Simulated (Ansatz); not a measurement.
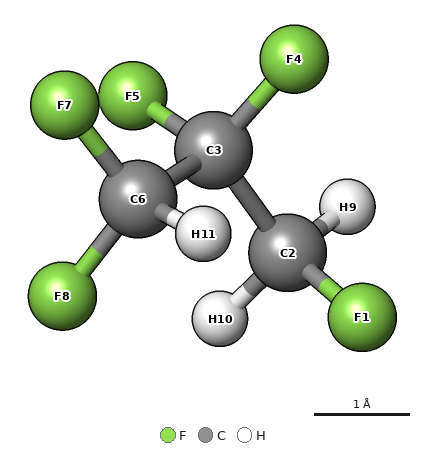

This is the input geometry for a relaxation of C3H3F5. A ball-and-stick model, seen from a free direction.

The start comes from PBE-D4/def2-SVP.

The calculation used RKS PBE0-D4/def2-TZVP (Ansatz 0.2.0).

The input:
```yaml
crystal:
  periodic: [false, false, false]
  atoms:
    - {symbol: F, position_ang: [0.533594, -1.720265, 0.888710]}
    - {symbol: C, position_ang: [1.084370, -0.775241, 0.045949]}
    - {symbol: C, position_ang: [0.268319, 0.509799, 0.119391]}
    - {symbol: F, position_ang: [0.402141, 1.078355, 1.355662]}
    - {symbol: F, position_ang: [0.766913, 1.379404, -0.807202]}
    - {symbol: C, position_ang: [-1.240271, 0.304945, -0.124702]}
    - {symbol: F, position_ang: [-1.859198, 1.508012, -0.187283]}
    - {symbol: F, position_ang: [-1.403045, -0.341859, -1.315791]}
    - {symbol: H, position_ang: [2.126542, -0.544917, 0.355353]}
    - {symbol: H, position_ang: [1.072910, -1.147812, -0.999643]}
    - {symbol: H, position_ang: [-1.686876, -0.307523, 0.690056]}
basis:
  gaussian: {orbitals: def2-TZVP}
hamiltonian: {xc: pbe0, dispersion: d4}
relax: {f_tol: 0.005, max_steps: 150}
```

Run as
```bash
ansatz run in.yaml --threads 4 --pin off --events-out ev --progress --plain --max-ram 11315MiB
```

What does the optimiser find from here?

F1 moves most after the best rigid fit: 0.049 Å. By element the largest moves are F 0.049 Å, H 0.048 Å, C 0.012 Å. Some distances before and after: C2–H10 1.110 → 1.091 Å, C3–F4 1.367 → 1.352 Å, C6–F7 1.354 → 1.343 Å, C2–C3 1.524 → 1.514 Å. Over 6 geometry steps the energy falls by 4.50 kJ/mol. The largest force component goes from 0.62 to 0.0017 eV/Å.

Final geometry:

```xyz
11

F     0.5603   -1.6913    0.9186
C     1.0798   -0.7684    0.0456
C     0.2664    0.5061    0.1191
F     0.3961    1.0704    1.3407
F     0.7630    1.3663   -0.7946
C    -1.2308    0.2995   -0.1292
F    -1.8482    1.4915   -0.1601
F    -1.3952   -0.2997   -1.3287
H     2.1101   -0.5392    0.3282
H     1.0423   -1.1691   -0.9690
H    -1.6783   -0.3233    0.6498
```
